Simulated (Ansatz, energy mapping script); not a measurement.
# NiO: exchange couplings from total energies, part 2 of 2

How strongly do the moments of NiO couple under PBEsol+U (6 eV)? The plan is to run several orders and fit a Heisenberg model.

PBEsol with U = 6 eV on Ni d, ortho-atomic projectors; plane waves, U on orthogonalised atomic orbitals unless named otherwise, collinear spin, no spin–orbit coupling.

So far. Step 10 (Uncompensated ++− start in cell D (6 atoms)): The run ends ferrimagnetic, 23.12 meV a magnetic atom below the parallel order of its cell. Step 11 (Order 9: parallel, cell E of 6 atoms): The run ends ferromagnetic. For each magnetic atom its energy differs from the parallel run of the first cell by 0.05 meV, an error that one common reference would have brought in.

## (12) Order 10: uncompensated ++−, cell E of 6 atoms

This order reverses 6.67 of the 12 neighbours at 2.95 Å, 2.67 of the 6 neighbours at 4.17 Å and 8 of the 24 neighbours at 5.11 Å, counted for an average magnetic atom.

input.yaml

```yaml
crystal:
  lattice:
    - [0.0, -2.085901641, -2.085901641]
    - [-4.171803282, 0.0, 0.0]
    - [2.085901641, 4.171803282, -2.085901641]
  atoms:
    - { symbol: Ni, position: [0.666666667, 0.666666667, 0.333333333], spin: 2.0 }
    - { symbol: Ni, position: [0.333333333, 0.333333333, 0.666666667], spin: 2.0 }
    - { symbol: Ni, position: [0.0, 0.0, 0.0], spin: -2.0 }
    - { symbol: O, position: [0.666666667, 0.166666667, 0.333333333] }
    - { symbol: O, position: [0.333333333, 0.833333333, 0.666666667] }
    - { symbol: O, position: [0.0, 0.5, 0.0] }
magnetization:
  spin_polarized: true
kpoints:
  mp_grid: { grid: [9, 9, 9] }
hamiltonian:
  xc: pbesol
  hubbard:
    sites:
      - { species: Ni, l: d, u_eff: 6.0 }
      - { site: 0, l: d, u_eff: 6.0, starting_ns: [{ spin: up, occupation_matrix: ni1_major }, { spin: down, occupation_matrix: ni1_minor }] }
      - { site: 1, l: d, u_eff: 6.0, starting_ns: [{ spin: up, occupation_matrix: ni1_major }, { spin: down, occupation_matrix: ni1_minor }] }
      - { site: 2, l: d, u_eff: 6.0, starting_ns: [{ spin: up, occupation_matrix: ni1_minor }, { spin: down, occupation_matrix: ni1_major }] }
    projectors: ortho-atomic
    occupation_matrices:
      ni1_major:
        matrix:
          - [0.998, 0.0, 0.0, 0.0, 0.0]
          - [0.0, 0.999, 0.0, 0.0, 0.0]
          - [0.0, 0.0, 0.999, 0.0, 0.0]
          - [0.0, 0.0, 0.0, 0.998, 0.0]
          - [0.0, 0.0, 0.0, 0.0, 0.999]
      ni1_minor:
        matrix:
          - [0.154, 0.0, 0.0, 0.0, 0.0]
          - [0.0, 0.997, 0.0, 0.0, 0.0]
          - [0.0, 0.0, 0.997, 0.0, 0.0]
          - [0.0, 0.0, 0.0, 0.154, 0.0]
          - [0.0, 0.0, 0.0, 0.0, 0.997]
scf:
  occupations: { method: fermi_dirac, width: 0.05 }
output:
  eigenvalues: true
```

Run with:

```bash
ansatz run input.yaml --threads 4 --pin off --max-ram 8192MiB --backend cpu --events-out ev --progress --plain --runs-dir out
```

Run time: 20 s. Hardware: 4 threads of Arm Neoverse V1, shared host; peak memory 0.78 GiB; 77 s of CPU time.

The run ends ferrimagnetic, 51.30 meV a magnetic atom below the parallel order of its cell.

## (13) Mapping onto a Heisenberg model

Each energy difference is a sum of couplings weighted by the pairs that the order reverses. A few near shells are fitted to the differences by least squares. Energies are those extrapolated to zero occupation width, not the free energies F.

The orders that converged (zero: parallel moments in the same cell):

| order | atoms | energy (meV a magnetic atom) | moments (μB) | moments kept as typed | opposed neighbours at 2.95, 4.17, 5.11 Å |
| --- | --- | --- | --- | --- | --- |
| parallel in cell A | 4 | 0.00 | 1.71 | yes | 0, 0, 0 |
| compensated +− in cell A | 4 | 13.14 | 1.71 | yes | 8, 0, 16 |
| parallel in cell B | 4 | 0.00 | 1.71 | yes | 0, 0, 0 |
| compensated +− in cell B | 4 | -116.91 | 1.64 | yes | 6, 6, 12 |
| parallel in cell C | 6 | 0.00 | 1.71 | yes | 0, 0, 0 |
| uncompensated ++− in cell C | 6 | -81.60 | 1.64 to 1.67 | yes | 4, 4, 12 |
| parallel in cell D | 6 | 0.00 | 1.71 | yes | 0, 0, 0 |
| uncompensated ++− in cell D | 6 | -23.12 | 1.69 to 1.70 | yes | 5.33, 1.33, 16 |
| parallel in cell E | 6 | 0.00 | 1.71 | yes | 0, 0, 0 |
| uncompensated ++− in cell E | 6 | -51.30 | 1.66 to 1.68 | yes | 6.67, 2.67, 8 |

The Heisenberg fit (each pair counts twice, positive J is ferromagnetic):

| pair | distance (Å) | neighbours | J (meV) |
| --- | --- | --- | --- |
| Ni–Ni | 2.95 | 12 | 0.766 |
| Ni–Ni | 4.17 | 6 | -10.6 |
| Ni–Ni | 5.11 | 24 | 0.0329 |
| Ni–Ni | 5.90 | 12 | -0.415 |

These orders cannot tell some unfitted shells from fitted ones: the value at 2.95 Å holds J(2.95) + 4 J(7.80) + J(8.85), the value at 5.11 Å holds J(5.11) + J(8.85) and the value at 5.90 Å holds J(5.90) − J(8.85); other unfitted shells add to the values wholly or in part.

Adding the shell at 6.60 Å gives 0.81, -11, 0.041, -0.42 and -0.037 meV and a mean-field temperature of 451 K, an exact solve that tests nothing.

In mean field these couplings order at 453 K, at q = (0.50, 0.50, 0.50) in fractions of the conventional cell's reciprocal vectors, and give a Curie–Weiss temperature of -453 K.

## (14) Finite temperature

Mean field ignores fluctuations and overstates the ordering temperature, so the model is also sampled. The heat capacity peaks where order sets in.

Classical unit spins with these couplings on 8×8×4 copies of a cell that holds the lowest order (512 spins), heat-bath sweeps, cooled from random directions, 831 sweeps to settle and 2493 measured at each temperature, averaged over 4 runs.

| T (K) | order along the lowest pattern | net moment | heat capacity (k_B a spin) |
| --- | --- | --- | --- |
| 54.4 | 0.39 | 0.01 | 0.99 |
| 93.0 | 0.39 | 0.01 | 1.03 |
| 151 | 0.40 | 0.01 | 1.15 |
| 190 | 0.39 | 0.02 | 1.31 |
| 228 | 0.33 | 0.02 | 1.37 |
| 286 | 0.28 | 0.02 | 1.87 |
| 305 | 0.24 | 0.02 | 1.91 |
| 325 | 0.22 | 0.02 | 1.80 |
| 363 | 0.15 | 0.02 | 1.11 |
| 402 | 0.12 | 0.03 | 0.62 |
| 460 | 0.09 | 0.03 | 0.39 |
| 498 | 0.08 | 0.03 | 0.29 |

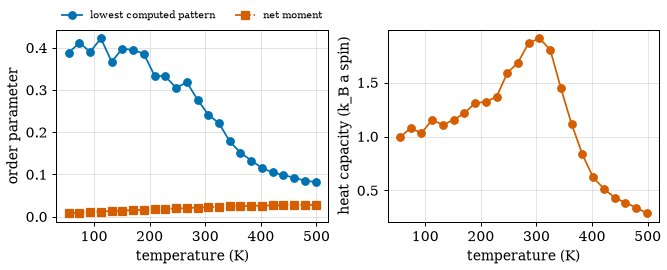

Order parameter and heat capacity against temperature.

The smoothed heat capacity peaks at 300 K. The order column follows one pattern alone; equivalent domains or another pattern share the rest.

## (15) Beside the first set of runs

The first set of orders, under PBE+U (6 eV), took 4.5 min of CPU time summed over its finished orders (seed run apart), these 5.1 min.

| quantity | this set | first set |
| --- | --- | --- |
| J at 2.95 Å, meV | 0.766 | 0.613 |
| J at 4.17 Å, meV | -10.6 | -9.65 |
| J at 5.11 Å, meV | 0.0329 | 0.0254 |
| J at 5.90 Å, meV | -0.415 | -0.360 |
| ordering temperature, mean field, K | 453 | 415 |
| heat-capacity peak, Monte Carlo, K | 300 | 273 |

The coupling that led in the first set goes from -9.65 to -10.6 meV.

## (16) Outcome

```yaml
lowest_order_tried: compensated +− in cell B
largest_fitted_value_a_combination_of_shells_ni_ni_at_4p17_a: -10.6 meV
ordering_temperature_mean_field: 453 K
heat_capacity_peak_monte_carlo: 300 K
```

What this shows: Of the orders tried, NiO prefers the order “compensated +− in cell B” under PBEsol+U (6 eV), with 6 of 12 neighbours at 2.95 Å, 6 of 6 neighbours at 4.17 Å and 12 of 24 neighbours at 5.11 Å opposed, and the heat capacity of the fitted model peaks near 300 K (Monte Carlo, classical spins). The coupling at 4.17 Å is 1.1 times that of the first set, at 1.1 times the CPU time. The largest fitted coupling is the Ni–Ni pair at 4.17 Å, antiferromagnetic at -11 meV, across a ligand at about 180°. The straight metal–ligand–metal path outweighs the right-angled one, the pattern expected of superexchange through one ligand p orbital, which these runs do not test. The orders also reverse pairs at 6.60 Å, which are not fitted, so the fitted values hold their part too. With 5 differences for 4 couplings the fit misses by 0.45 meV at most, a small part of the spread. In the fitted orders moments change by up to 4.0 % against the parallel run of the same cell, so their size stays put. Monte Carlo puts the peak at 0.66 of the mean-field temperature, since mean field leaves out fluctuations. In tests on simple cubic and body-centred models such peaks lay 5 to 6 % under the bulk value. On cooling, the order along the one computed pattern stays at or under 0.42: the model settles in an equivalent domain, a degenerate mixture or another order. The parallel order holds 2 μB a magnetic atom, spin 1; the common factor (S+1)/S would raise the classical 300 K to 600 K, a correction that often overshoots. The classical value and the one scaled by (S+1)/S differ by a factor of 2, so closeness of either to the measured temperature is partly a matter of convention.

Comparison with the measured values:

| quantity | measured | PBEsol+U (6 eV), Monte Carlo | PBEsol+U (6 eV), Monte Carlo × (S+1)/S |
| --- | --- | --- | --- |
| ordering temperature (spin model) (K) | 523 | 300 (-42.6 %) | 600 (+14.8 %) |

Measured values from arxiv:1210.6675 (2012).

Verdict: The ordering temperature is off by -42.6 % at PBEsol+U (6 eV), Monte Carlo: a clear miss. Of the levels listed, nearest comes PBEsol+U (6 eV), Monte Carlo × (S+1)/S (+14.8 %). A U picked for its result is no test. No cell relaxation is part of this session.

[Logs and program files are shortened in this print: banners, set-up blocks, solver, clock and traceback lines can be left out without a mark of their own.]

[Logs are printed without paths, hosts, clocks, repeated set-up lines and the standing remarks that a program may print on its own settings, such as how far it seeks lower states.]

[Hosts, paths, dates, database ids (printed as entryN), source tags and the programs' standing remarks are cut or masked in the printed files.]

[Where a cell is said to come from a database of computed structures, the database is the Materials Project.]
